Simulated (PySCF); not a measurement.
# C2F3N: NMR shifts at several levels of theory

How much do the NMR shifts of C2F3N (`[C-]#[N+]C(F)(F)F`) depend on the level of theory, and what does each level cost?

Computed with PySCF 2.14.0, with density-fitted response routines of our own, on a single molecule in the gas phase. Atoms count from 0, in the outputs and in this text.

## (1) The starting structure

6 atoms, charge 0, multiplicity 1; geometry from: MMFF94s.

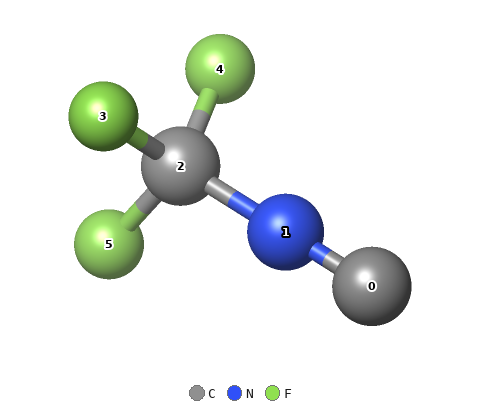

As it starts; carbon grey, nitrogen blue, fluorine green, atoms numbered.

## (2) Optimising the geometry at PBE0-D3(BJ)/def2-SVP

The job: settings as JSON, then the geometry in Å.

```
{"job": {"xc": "PBE0", "basis": "def2-SVP", "d3": "d3bj", "grid": 1, "kind": "geom"}, "charge": 0, "multiplicity": 1}
C      2.179166     0.019374     0.031282
N      1.005045     0.008936     0.014428
C     -0.424372    -0.003773    -0.006092
F     -0.899981    -1.005773    -0.786153
F     -0.936379    -0.178927     1.237240
F     -0.923480     1.160163    -0.490704
```

What it wrote:

```text
step   0  E = -429.67681624  max force = 0.041378
step   1  E = -429.67908581  max force = 0.021048
step   2  E = -429.68116950  max force = 0.006459
step   3  E = -429.68154008  max force = 0.003258
step   4  E = -429.68165109  max force = 0.001938
step   5  E = -429.68178486  max force = 0.002919
step   6  E = -429.68186518  max force = 0.002299
step   7  E = -429.68188583  max force = 0.001151
step   8  E = -429.68188826  max force = 0.000174
optimisation converged
```

Run time: 29 s. Hardware: 1 thread, shared host.

Step by step:

| step | energy from step 0 (eV) | largest force component (eV/Å) |
| --- | --- | --- |
| 0 | 0.0000 | 2.1277 |
| 1 | -0.0618 | 1.0823 |
| 2 | -0.1185 | 0.3321 |
| 3 | -0.1285 | 0.1675 |
| 4 | -0.1316 | 0.0997 |
| 5 | -0.1352 | 0.1501 |
| 6 | -0.1374 | 0.1182 |
| 7 | -0.1380 | 0.0592 |
| 8 | -0.1380 | 0.0089 |

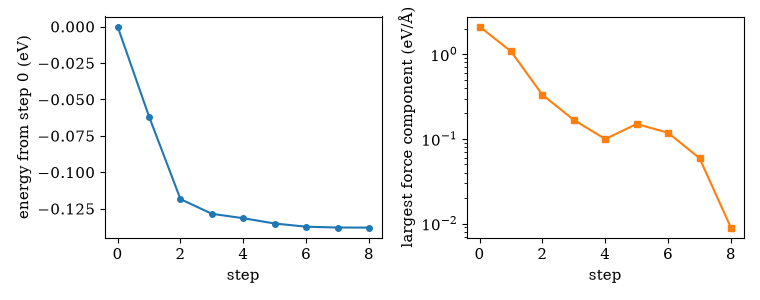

Energy and largest force along the relaxation.

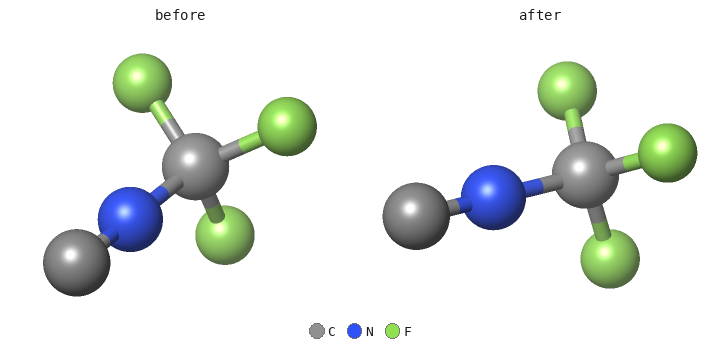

The geometry before (left) and after (right).

Close pairs (by a distance rule), those that changed most:

| bond | before (Å) | after (Å) | change (Å) |
| --- | --- | --- | --- |
| C2–F4 | 1.356 | 1.321 | -0.035 |
| C2–F5 | 1.356 | 1.321 | -0.035 |
| C2–F3 | 1.356 | 1.321 | -0.035 |
| N1–C2 | 1.430 | 1.404 | -0.026 |
| C0–N1 | 1.174 | 1.177 | +0.003 |

The end geometry stands in the next job.

| at the end point | value |
| --- | --- |
| point group (found at 0.08 Å tolerance) | C3v |
| rotational constants (GHz, main isotopes) | 5.753, 3.228, 3.228 |
| dipole moment (D) | 1.11 |

## (3) Nuclear shieldings: WP04/pcSseg-2

The job: settings as JSON, then the geometry in Å.

```
{"job": {"kind": "nmr", "xc": "WP04", "basis": "pcSseg-2", "pop": false}, "charge": 0, "multiplicity": 1}
C      1.997464    -0.587483    -0.505634
N      0.900516    -0.262453    -0.229012
C     -0.408533     0.120351     0.103321
F     -1.277956    -0.670850    -0.500002
F     -0.585319     0.034113     1.409431
F     -0.626173     1.366319    -0.278107
```

Method: GIAO WP04/pcSseg-2 NMR shielding, non-relativistic, gas phase.

What it wrote:

```text
coarse grid: 6496 points
cycle   1  E = -438.2036388338  dE =  1.159e+00  |g| = 1.366e+00  |ddm| = 1.811e+00
cycle   2  E = -437.7436751409  dE =  4.600e-01  |g| = 2.263e+00  |ddm| = 1.413e+00
cycle   3  E = -438.4591109434  dE = -7.154e-01  |g| = 2.005e-01  |ddm| = 9.794e-01
cycle   4  E = -438.4598890419  dE = -7.781e-04  |g| = 1.843e-01  |ddm| = 1.685e-01
cycle   5  E = -438.4669048726  dE = -7.016e-03  |g| = 2.507e-02  |ddm| = 9.702e-02
cycle   6  E = -438.4670556293  dE = -1.508e-04  |g| = 4.659e-03  |ddm| = 2.562e-02
cycle   7  E = -438.4670599410  dE = -4.312e-06  |g| = 1.483e-03  |ddm| = 3.942e-03
final grid: 68224 points
cycle   8  E = -438.4657364913  dE = -1.019e-04  |g| = 6.199e-03  |ddm| = 3.743e-02
cycle   9  E = -438.4657289073  dE =  7.584e-06  |g| = 9.197e-03  |ddm| = 8.004e-03
cycle  10  E = -438.4657424358  dE = -1.353e-05  |g| = 1.572e-03  |ddm| = 4.621e-03
cycle  11  E = -438.4657428248  dE = -3.890e-07  |g| = 6.933e-04  |ddm| = 9.547e-04
cycle  12  E = -438.4657429148  dE = -9.002e-08  |g| = 1.951e-04  |ddm| = 4.173e-04
cycle  13  E = -438.4657429228  dE = -8.032e-09  |g| = 2.103e-05  |ddm| = 1.287e-04
cycle  14  E = -438.4657429229  dE = -8.163e-11  |g| = 4.379e-06  |ddm| = 1.798e-05
converged SCF energy = -438.4657429229

GIAO shielding tensors (ppm)
atom      isotropic    diamagn.    paramagn.     s11        s22        s33       span
  0 C      -16.938     260.134    -277.072   -147.686   -147.612    244.484    392.169
  1 N       57.694     330.376    -272.683    -91.086    -91.011    355.178    446.264
  2 C       52.154     237.843    -185.689     34.451     60.980     61.030     26.579
  3 F      232.563     471.872    -239.309    161.257    185.989    350.442    189.185
  4 F      232.703     471.872    -239.169    161.562    186.364    350.182    188.621
  5 F      232.904     471.852    -238.947    161.676    186.553    350.483    188.807
```

It took 24 s on 1 thread, shared host.

The references, computed at this level on geometries of the same kind, shield at (ppm): 13C TMS 172.1, 19F CFCl3 177.3, 15N NH3 244.7. Their shielding less the atom's gives the shift. The references are single molecules in the gas phase, so shifts against H2O, NH3, PH3, H3PO4 or CFCl3 are not on the usual liquid scales and can be off by tens of ppm. Atoms listed in one row are averaged.

| atoms | environment | σ (ppm) | δ (ppm) |
| --- | --- | --- | --- |
| C0 | isocyanide carbon | -16.9 | 189.0 |
| C2 | CF3 carbon | 52.2 | 119.9 |
| N1 | isocyanide nitrogen | 57.7 | 187.0 |
| F3, F4, F5 | fluorine of a CF3 group | 232.7 | -55.4 |

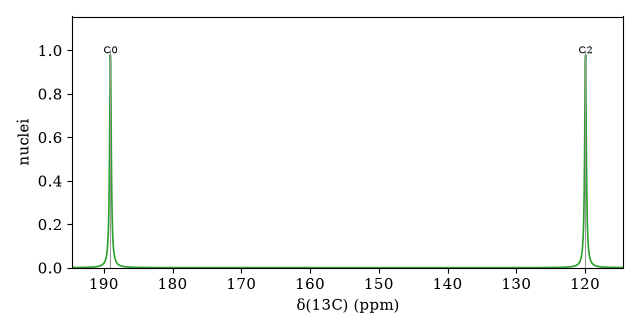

13C lines at the computed shifts, without couplings. Lines are broadened to a width of 0.28 ppm (Lorentzian).

## (4) Shielding tensors: B97-2/pcSseg-2

Settings changed since step 3:

```diff
@@ -1,2 +1,2 @@
-{"job": {"kind": "nmr", "xc": "WP04", "basis": "pcSseg-2", "pop": false}, "charge": 0, "multiplicity": 1}
+{"job": {"kind": "nmr", "xc": "B97-2", "basis": "pcSseg-2", "pop": false}, "charge": 0, "multiplicity": 1}
 C      1.997464    -0.587483    -0.505634
```

Level: GIAO B97-2/pcSseg-2 NMR shielding, non-relativistic, gas phase.

What it wrote:

```text
coarse grid: 6496 points
cycle   1  E = -430.3256059089  dE =  1.133e+00  |g| = 9.963e-01  |ddm| = 1.843e+00
cycle   2  E = -430.1160921080  dE =  2.095e-01  |g| = 1.569e+00  |ddm| = 1.012e+00
cycle   3  E = -430.4760584139  dE = -3.600e-01  |g| = 1.769e-01  |ddm| = 6.525e-01
cycle   4  E = -430.4807372600  dE = -4.679e-03  |g| = 8.896e-02  |ddm| = 1.166e-01
cycle   5  E = -430.4823966024  dE = -1.659e-03  |g| = 1.419e-02  |ddm| = 4.524e-02
cycle   6  E = -430.4824336606  dE = -3.706e-05  |g| = 1.366e-03  |ddm| = 8.061e-03
cycle   7  E = -430.4824340038  dE = -3.432e-07  |g| = 2.763e-04  |ddm| = 1.183e-03
final grid: 68224 points
cycle   8  E = -430.4762003557  dE = -7.604e-05  |g| = 9.391e-03  |ddm| = 5.055e-02
cycle   9  E = -430.4761866378  dE =  1.372e-05  |g| = 1.320e-02  |ddm| = 7.399e-03
cycle  10  E = -430.4762105149  dE = -2.388e-05  |g| = 2.151e-03  |ddm| = 5.011e-03
cycle  11  E = -430.4762114514  dE = -9.365e-07  |g| = 4.360e-04  |ddm| = 1.137e-03
cycle  12  E = -430.4762114879  dE = -3.657e-08  |g| = 1.098e-04  |ddm| = 2.871e-04
cycle  13  E = -430.4762114901  dE = -2.179e-09  |g| = 1.868e-05  |ddm| = 6.272e-05
cycle  14  E = -430.4762114902  dE = -8.049e-11  |g| = 3.347e-06  |ddm| = 1.611e-05
converged SCF energy = -430.4762114902

GIAO shielding tensors (ppm)
atom      isotropic    diamagn.    paramagn.     s11        s22        s33       span
  0 C       -3.036     263.336    -266.371   -126.756   -126.684    244.333    371.090
  1 N       64.465     337.696    -273.231    -81.604    -81.527    356.527    438.132
  2 C       67.480     237.601    -170.121     50.037     76.180     76.222     26.185
  3 F      237.164     469.060    -231.896    171.503    195.433    344.556    173.053
  4 F      237.279     469.064    -231.785    171.780    195.758    344.299    172.519
  5 F      237.506     469.041    -231.535    171.914    196.006    344.598    172.684
```

It took 24 s on 1 thread, shared host.

This run: δ C0 186.5, C2 116.0, N1 195.1, F3 -59.9 ppm (means over like atoms).

## (5) Shielding tensors: BHandHLYP/pcSseg-2

Settings changed since step 4:

```diff
@@ -1,2 +1,2 @@
-{"job": {"kind": "nmr", "xc": "B97-2", "basis": "pcSseg-2", "pop": false}, "charge": 0, "multiplicity": 1}
+{"job": {"kind": "nmr", "xc": "BHandHLYP", "basis": "pcSseg-2", "pop": false}, "charge": 0, "multiplicity": 1}
 C      1.997464    -0.587483    -0.505634
```

With the program's defaults for keys left out, this is: GIAO BHandHLYP/pcSseg-2 NMR shielding, non-relativistic, gas phase.

What it wrote:

```text
coarse grid: 6496 points
cycle   1  E = -430.2686424475  dE =  1.203e+00  |g| = 9.880e-01  |ddm| = 1.831e+00
cycle   2  E = -430.2390784799  dE =  2.956e-02  |g| = 1.147e+00  |ddm| = 8.654e-01
cycle   3  E = -430.4307906464  dE = -1.917e-01  |g| = 1.143e-01  |ddm| = 4.739e-01
cycle   4  E = -430.4326157114  dE = -1.825e-03  |g| = 6.329e-02  |ddm| = 8.509e-02
cycle   5  E = -430.4334081360  dE = -7.924e-04  |g| = 1.219e-02  |ddm| = 3.472e-02
cycle   6  E = -430.4334337232  dE = -2.559e-05  |g| = 1.638e-03  |ddm| = 6.122e-03
cycle   7  E = -430.4334343864  dE = -6.632e-07  |g| = 5.810e-04  |ddm| = 1.642e-03
final grid: 68224 points
cycle   8  E = -430.4325849090  dE = -2.367e-05  |g| = 2.530e-03  |ddm| = 1.687e-02
cycle   9  E = -430.4325850609  dE = -1.518e-07  |g| = 2.388e-03  |ddm| = 2.248e-03
cycle  10  E = -430.4325858301  dE = -7.692e-07  |g| = 2.279e-04  |ddm| = 9.243e-04
cycle  11  E = -430.4325858323  dE = -2.254e-09  |g| = 1.852e-04  |ddm| = 2.220e-04
cycle  12  E = -430.4325858395  dE = -7.204e-09  |g| = 3.776e-05  |ddm| = 1.073e-04
cycle  13  E = -430.4325858398  dE = -2.594e-10  |g| = 5.175e-06  |ddm| = 1.981e-05
converged SCF energy = -430.4325858398

GIAO shielding tensors (ppm)
atom      isotropic    diamagn.    paramagn.     s11        s22        s33       span
  0 C      -13.478     261.552    -275.029   -143.166   -143.091    245.824    388.990
  1 N       61.921     339.300    -277.378    -87.566    -87.481    360.810    448.376
  2 C       71.471     234.513    -163.042     56.715     78.825     78.873     22.158
  3 F      247.434     468.547    -221.113    180.456    204.271    357.576    177.120
  4 F      247.548     468.550    -221.002    180.737    204.576    357.332    176.594
  5 F      247.754     468.531    -220.777    180.847    204.805    357.608    176.761
```

It took 23 s on 1 thread, shared host.

Key values: δ C0 197.7, C2 112.8, N1 197.9, F3 -45.6 ppm (means over like atoms).

## (6) Shielding tensors: CAM-B3LYP/pcSseg-2

Settings changed since step 5:

```diff
@@ -1,2 +1,2 @@
-{"job": {"kind": "nmr", "xc": "BHandHLYP", "basis": "pcSseg-2", "pop": false}, "charge": 0, "multiplicity": 1}
+{"job": {"kind": "nmr", "xc": "CAM-B3LYP", "basis": "pcSseg-2", "pop": false}, "charge": 0, "multiplicity": 1}
 C      1.997464    -0.587483    -0.505634
```

Level: GIAO CAM-B3LYP/pcSseg-2 NMR shielding, non-relativistic, gas phase.

What it wrote:

```text
coarse grid: 6496 points
cycle   1  E = -430.3224080557  dE =  1.180e+00  |g| = 1.036e+00  |ddm| = 1.814e+00
cycle   2  E = -430.2343649224  dE =  8.804e-02  |g| = 1.365e+00  |ddm| = 9.818e-01
cycle   3  E = -430.4983187278  dE = -2.640e-01  |g| = 1.169e-01  |ddm| = 5.496e-01
cycle   4  E = -430.5000455485  dE = -1.727e-03  |g| = 6.454e-02  |ddm| = 8.261e-02
cycle   5  E = -430.5008310784  dE = -7.855e-04  |g| = 1.396e-02  |ddm| = 3.427e-02
cycle   6  E = -430.5008630483  dE = -3.197e-05  |g| = 1.835e-03  |ddm| = 7.209e-03
cycle   7  E = -430.5008638944  dE = -8.461e-07  |g| = 5.550e-04  |ddm| = 2.093e-03
final grid: 68224 points
cycle   8  E = -430.4989869275  dE = -4.339e-05  |g| = 3.324e-03  |ddm| = 2.262e-02
cycle   9  E = -430.4989867324  dE =  1.950e-07  |g| = 3.631e-03  |ddm| = 2.950e-03
cycle  10  E = -430.4989884513  dE = -1.719e-06  |g| = 2.815e-04  |ddm| = 1.321e-03
cycle  11  E = -430.4989884551  dE = -3.745e-09  |g| = 2.277e-04  |ddm| = 2.931e-04
cycle  12  E = -430.4989884654  dE = -1.033e-08  |g| = 5.798e-05  |ddm| = 1.347e-04
cycle  13  E = -430.4989884660  dE = -6.061e-10  |g| = 6.375e-06  |ddm| = 2.911e-05
converged SCF energy = -430.4989884660

GIAO shielding tensors (ppm)
atom      isotropic    diamagn.    paramagn.     s11        s22        s33       span
  0 C      -13.828     259.721    -273.549   -142.611   -142.536    243.664    386.275
  1 N       57.500     336.562    -279.062    -93.189    -93.105    358.795    451.983
  2 C       63.091     235.325    -172.235     45.365     71.931     71.977     26.613
  3 F      234.222     468.984    -234.762    166.890    191.785    343.991    177.101
  4 F      234.335     468.986    -234.651    167.173    192.101    343.730    176.556
  5 F      234.559     468.966    -234.407    167.301    192.352    344.023    176.722
```

Run time: 31 s. Hardware: 1 thread, shared host.

This run: δ C0 196.4, C2 119.5, N1 204.3, F3 -48.4 ppm (means over like atoms).

## (7) Nuclear shieldings: wB97X-D/pcSseg-2

Settings changed since step 6:

```diff
@@ -1,2 +1,2 @@
-{"job": {"kind": "nmr", "xc": "CAM-B3LYP", "basis": "pcSseg-2", "pop": false}, "charge": 0, "multiplicity": 1}
+{"job": {"kind": "nmr", "xc": "wB97X-D", "basis": "pcSseg-2", "pop": false}, "charge": 0, "multiplicity": 1}
 C      1.997464    -0.587483    -0.505634
```

Level: GIAO wB97X-D/pcSseg-2 NMR shielding, non-relativistic, gas phase.

What it wrote:

```text
coarse grid: 6496 points
cycle   1  E = -430.3042824093  dE =  1.177e+00  |g| = 1.035e+00  |ddm| = 1.827e+00
cycle   2  E = -430.2675987569  dE =  3.668e-02  |g| = 1.236e+00  |ddm| = 9.330e-01
cycle   3  E = -430.4826624321  dE = -2.151e-01  |g| = 1.042e-01  |ddm| = 4.940e-01
cycle   4  E = -430.4841007661  dE = -1.438e-03  |g| = 5.365e-02  |ddm| = 7.236e-02
cycle   5  E = -430.4846474375  dE = -5.467e-04  |g| = 1.263e-02  |ddm| = 3.167e-02
cycle   6  E = -430.4846758562  dE = -2.842e-05  |g| = 1.984e-03  |ddm| = 7.901e-03
cycle   7  E = -430.4846768953  dE = -1.039e-06  |g| = 5.399e-04  |ddm| = 3.020e-03
final grid: 68224 points
cycle   8  E = -430.4874599459  dE = -1.679e-04  |g| = 1.301e-02  |ddm| = 4.652e-02
cycle   9  E = -430.4874509687  dE =  8.977e-06  |g| = 1.498e-02  |ddm| = 1.038e-02
cycle  10  E = -430.4874835540  dE = -3.259e-05  |g| = 2.024e-03  |ddm| = 6.011e-03
cycle  11  E = -430.4874843406  dE = -7.866e-07  |g| = 5.180e-04  |ddm| = 1.238e-03
cycle  12  E = -430.4874843956  dE = -5.504e-08  |g| = 1.758e-04  |ddm| = 5.346e-04
cycle  13  E = -430.4874844016  dE = -5.913e-09  |g| = 3.115e-05  |ddm| = 1.639e-04
cycle  14  E = -430.4874844019  dE = -3.635e-10  |g| = 7.899e-06  |ddm| = 7.998e-05
converged SCF energy = -430.4874844019

GIAO shielding tensors (ppm)
atom      isotropic    diamagn.    paramagn.     s11        s22        s33       span
  0 C       -8.236     263.403    -271.639   -134.611   -134.531    244.436    379.046
  1 N       58.642     337.254    -278.612    -91.419    -91.337    358.681    450.100
  2 C       66.434     237.288    -170.854     48.776     75.242     75.283     26.507
  3 F      238.298     468.093    -229.795    172.795    196.594    345.504    172.709
  4 F      238.412     468.098    -229.686    173.065    196.916    345.254    172.189
  5 F      238.633     468.079    -229.446    173.194    197.158    345.546    172.352
```

Wall time 31 s (1 thread, shared host).

In short: δ C0 192.7, C2 118.0, N1 201.4, F3 -52.0 ppm (means over like atoms).

## (8) Nuclear shieldings: LC-wPBE/pcSseg-2

Settings changed since step 7:

```diff
@@ -1,2 +1,2 @@
-{"job": {"kind": "nmr", "xc": "wB97X-D", "basis": "pcSseg-2", "pop": false}, "charge": 0, "multiplicity": 1}
+{"job": {"kind": "nmr", "xc": "LC-wPBE", "basis": "pcSseg-2", "pop": false}, "charge": 0, "multiplicity": 1}
 C      1.997464    -0.587483    -0.505634
```

Level: GIAO LC-wPBE/pcSseg-2 NMR shielding, non-relativistic, gas phase.

What it wrote:

```text
coarse grid: 6496 points
cycle   1  E = -430.1660015506  dE =  1.217e+00  |g| = 1.066e+00  |ddm| = 1.807e+00
cycle   2  E = -430.1643070611  dE =  1.694e-03  |g| = 1.193e+00  |ddm| = 9.434e-01
cycle   3  E = -430.3602207849  dE = -1.959e-01  |g| = 9.684e-02  |ddm| = 4.676e-01
cycle   4  E = -430.3614791341  dE = -1.258e-03  |g| = 4.646e-02  |ddm| = 7.082e-02
cycle   5  E = -430.3618754816  dE = -3.963e-04  |g| = 1.416e-02  |ddm| = 3.060e-02
cycle   6  E = -430.3619131674  dE = -3.769e-05  |g| = 2.186e-03  |ddm| = 9.164e-03
cycle   7  E = -430.3619146768  dE = -1.509e-06  |g| = 6.466e-04  |ddm| = 2.918e-03
final grid: 68224 points
cycle   8  E = -430.3665355312  dE = -1.503e-04  |g| = 1.080e-02  |ddm| = 3.904e-02
cycle   9  E = -430.3665366185  dE = -1.087e-06  |g| = 1.172e-02  |ddm| = 7.602e-03
cycle  10  E = -430.3665521362  dE = -1.552e-05  |g| = 7.710e-04  |ddm| = 3.717e-03
cycle  11  E = -430.3665527186  dE = -5.824e-07  |g| = 5.997e-04  |ddm| = 7.840e-04
cycle  12  E = -430.3665527879  dE = -6.932e-08  |g| = 8.762e-05  |ddm| = 3.321e-04
cycle  13  E = -430.3665527896  dE = -1.752e-09  |g| = 2.400e-05  |ddm| = 6.086e-05
cycle  14  E = -430.3665527898  dE = -2.107e-10  |g| = 3.127e-06  |ddm| = 3.537e-05
converged SCF energy = -430.3665527898

GIAO shielding tensors (ppm)
atom      isotropic    diamagn.    paramagn.     s11        s22        s33       span
  0 C      -15.382     261.165    -276.547   -145.108   -145.036    243.999    389.106
  1 N       61.537     335.853    -274.316    -88.027    -87.944    360.582    448.609
  2 C       66.586     237.688    -171.101     47.704     76.005     76.049     28.344
  3 F      240.990     468.234    -227.244    175.827    202.119    345.025    169.198
  4 F      241.095     468.236    -227.140    176.110    202.419    344.758    168.648
  5 F      241.295     468.221    -226.926    176.207    202.637    345.041    168.835
```

Run time: 39 s. Hardware: 1 thread, shared host.

In short: δ C0 203.7, C2 121.7, N1 202.5, F3 -37.5 ppm (means over like atoms).

## (9) Side by side: NMR shifts

Shifts (ppm), means over like atoms, with basis size and wall time:

| run | C0 | C2 | N1 | F3 | functions | time |
| --- | --- | --- | --- | --- | --- | --- |
| WP04/pcSseg-2 | 189.0 | 119.9 | 187.0 | -55.4 | 216 | 24 s |
| B97-2/pcSseg-2 | 186.5 | 116.0 | 195.1 | -59.9 | 216 | 24 s |
| BHandHLYP/pcSseg-2 | 197.7 | 112.8 | 197.9 | -45.6 | 216 | 23 s |
| CAM-B3LYP/pcSseg-2 | 196.4 | 119.5 | 204.3 | -48.4 | 216 | 31 s |
| wB97X-D/pcSseg-2 | 192.7 | 118.0 | 201.4 | -52.0 | 216 | 31 s |
| LC-wPBE/pcSseg-2 | 203.7 | 121.7 | 202.5 | -37.5 | 216 | 39 s |

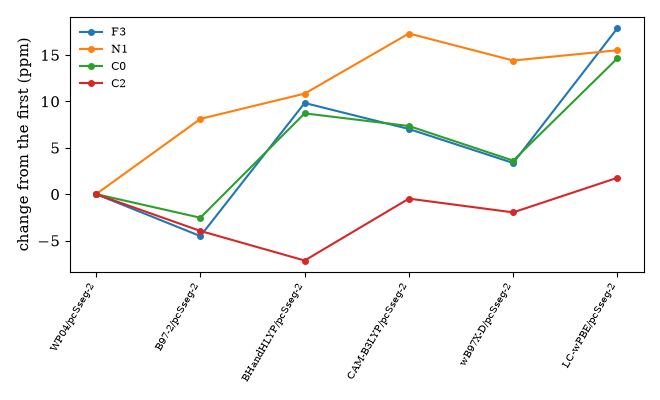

How the tabulated atoms move from run to run.

## (10) What came out

| quantity | value |
| --- | --- |
| point group | C3v |
| rotational constants (main isotopes) | 5.75, 3.23, 3.23 GHz |
| 13C shifts against TMS (WP04/pcSseg-2) | 189.0, 119.9 ppm |
| 15N shifts against NH3 (WP04/pcSseg-2) | 187.0 ppm |
| 19F shifts against CFCl3 (WP04/pcSseg-2, means over atoms taken as alike) | -55.4 ppm |
| range of the shift of F3 | -59.9 to -37.5 ppm |

Single values in the summary come from the first run of each kind that ended normally (WP04/pcSseg-2), which need not be the best level. Over 8 steps the energy fell by 0.138 eV; of the close pairs, C2–F4 changed most, 1.356 to 1.321 Å. No frequency check was run at this level, so the end point may be a saddle. At WP04/pcSseg-2: Shielding is most anisotropic at N1 (span 446 ppm, paramagnetic term -273 ppm). Across the 6 runs the shift of F3 (with its like atoms) moves most, between -59.9 (B97-2/pcSseg-2) and -37.5 ppm (LC-wPBE/pcSseg-2). Most of that comes from the computed reference, not from the atom's own shielding.
